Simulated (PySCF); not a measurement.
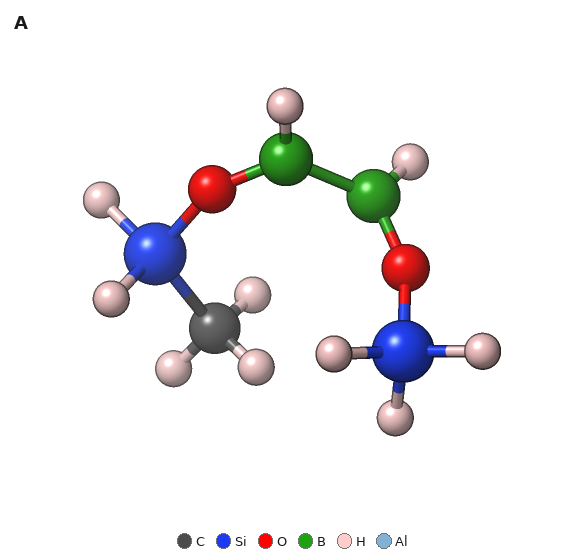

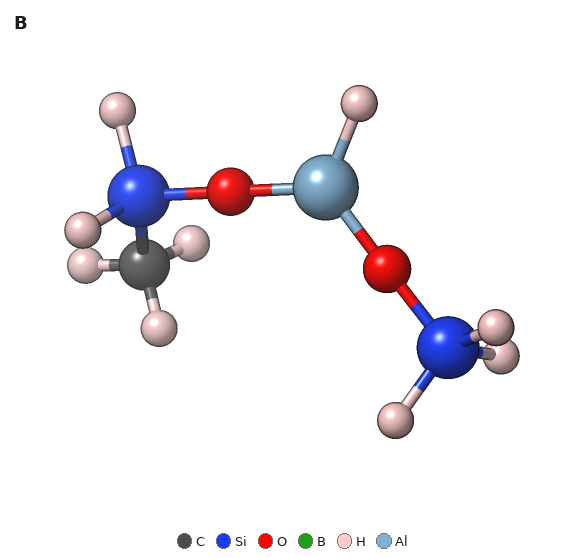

Two related species, optimised with GFN2-xTB; properties computed with PySCF 2.14.0. Both: charge 0, singlet.

Question: Identify both.

Answer: A is CH10B2O2Si2 (C[SiH2]OBBO[SiH3]), B is CH9AlO2Si2.

Compare them. With B3LYP/def2-SVPD: dipole moment (D), HOMO–LUMO gap (eV), HOMO energy (Kohn–Sham orbital) (eV), lowest vertical singlet excitation (eV), mean static polarisability (bohr³). With GFN2-xTB: mean C–H length (Å), mean C–Si length (Å).

```json
{"quantity": "dipole moment (D)", "A": "1.77", "B": "0.83"}
{"quantity": "HOMO–LUMO gap (eV)", "A": "5.52", "B": "7.57"}
{"quantity": "HOMO energy (Kohn–Sham orbital) (eV)", "A": "−6.63", "B": "−8.17"}
{"quantity": "lowest vertical singlet excitation (eV)", "A": "4.24", "B": "6.73"}
{"quantity": "mean static polarisability (bohr³)", "A": "96.7", "B": "93.9"}
{"quantity": "mean C–H length (Å)", "A": "1.087", "B": "1.087"}
{"quantity": "mean C–Si length (Å)", "A": "1.900", "B": "1.898"}
```

Each is one conformer, and no frequency run is at hand to confirm it as a minimum.

The geometry is semi-empirical. Around Al, B, Si such bond lengths and angles can be off by a tenth of an ångström or more and by several degrees, and values that hang on the shape move with them.
